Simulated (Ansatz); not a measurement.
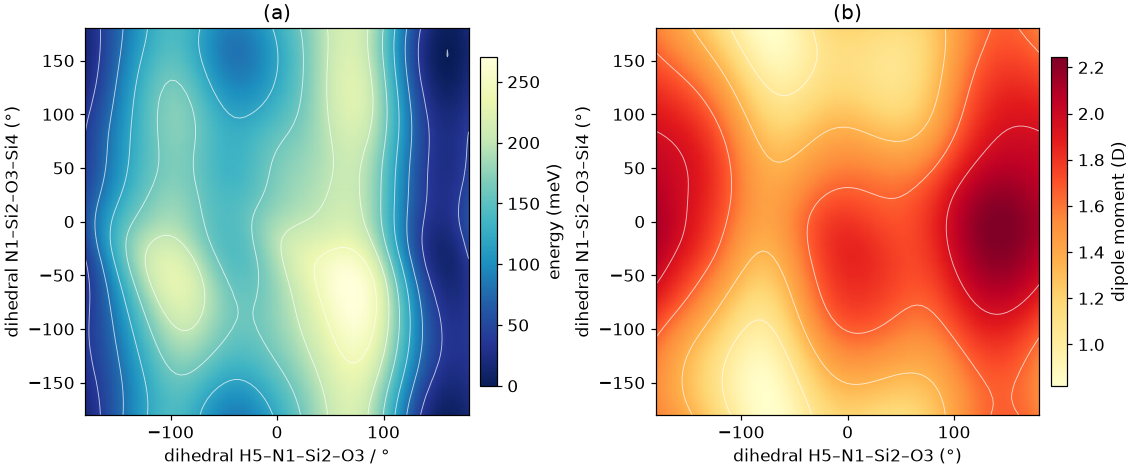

H₆NOSi₂, SMILES N[SiH]O[SiH3], spin multiplicity 2. 
- The first coordinate is: dihedral H5–N1–Si2–O3; the second: dihedral N1–Si2–O3–Si4.
- Nothing is relaxed (all other coordinates rigid).
- The scan uses an 18 × 18 grid.
- Points are written as (first, second).
- Energies are in meV, from the lowest grid point.
- The calculation used UKS PBE-D4/def2-SVP (Ansatz 0.2.0).

Panel (a) is the energy; panel (b) is the computed dipole moment, in D.

The picture shows a smooth colour map with a few white contour lines. Between grid points the surface is interpolated.

How does the dipole moment vary over the map, and what is it at the lowest grid point?

Answer. Leaving out the highest fifth of the energies, it runs from 0.82 D at (−80°, −160°) to 2.24 D at (140°, 0°). At the lowest grid point, (160°, 160°), it is 1.71 D.

```csv
"dihedral N1–Si2–O3–Si4 ↓, dihedral H5–N1–Si2–O3 →",−160,−120,−80,−40,0,40,80,120,160
160,1.54,1.25,0.90,0.98,1.14,1.09,1.24,1.61,1.71
120,1.75,1.49,1.11,1.09,1.19,1.11,1.30,1.71,1.85
80,1.92,1.68,1.30,1.29,1.40,1.32,1.45,1.83,1.98
40,1.99,1.75,1.42,1.49,1.61,1.57,1.70,2.03,2.10
0,2.00,1.71,1.43,1.63,1.79,1.71,1.84,2.18,2.21
−40,1.89,1.57,1.30,1.58,1.85,1.77,1.79,2.12,2.15
−80,1.67,1.34,1.11,1.46,1.75,1.70,1.67,1.93,1.94
−120,1.44,1.13,0.92,1.26,1.54,1.50,1.49,1.72,1.72
−160,1.39,1.08,0.82,1.06,1.30,1.26,1.31,1.59,1.63
```

The table holds every second grid line.
